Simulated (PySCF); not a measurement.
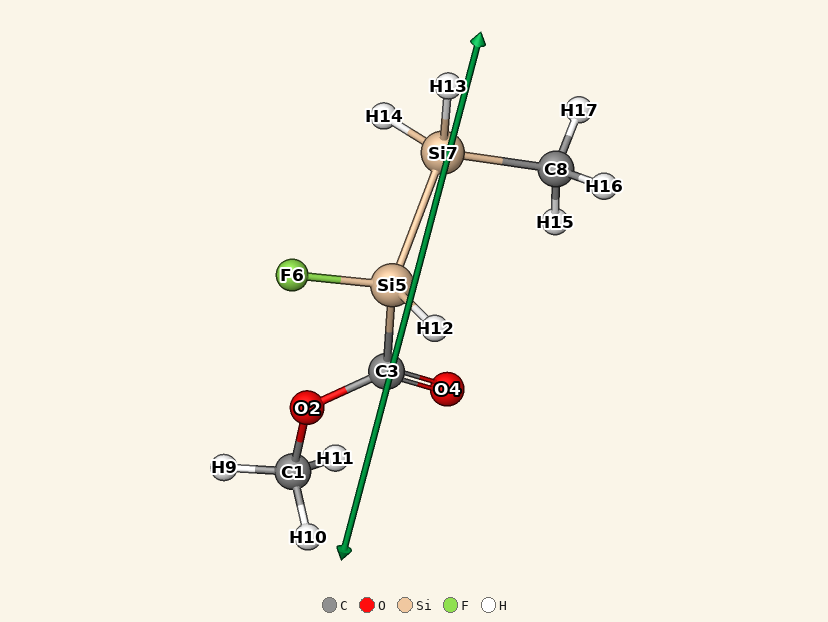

The double arrow shows the direction of the transition dipole to excited singlet state 4 (its length means nothing). The computed structure is the end point of a GFN2-xTB optimisation. No frequency run is at hand to confirm it as a minimum. Properties computed with TDDFT CAM-B3LYP/def2-SVPD, vertical, gas phase, core orbitals frozen in the response (PySCF 2.14.0).

Give its energy, strength and character.

7.21 eV (172 nm), oscillator strength 0.11, mainly HOMO−1 → LUMO+1 (weight 0.62); transition dipole 1.97 D.

The geometry is semi-empirical. Around Si such bond lengths and angles can be off by a tenth of an ångström or more and by several degrees, and values that hang on the shape move with them.
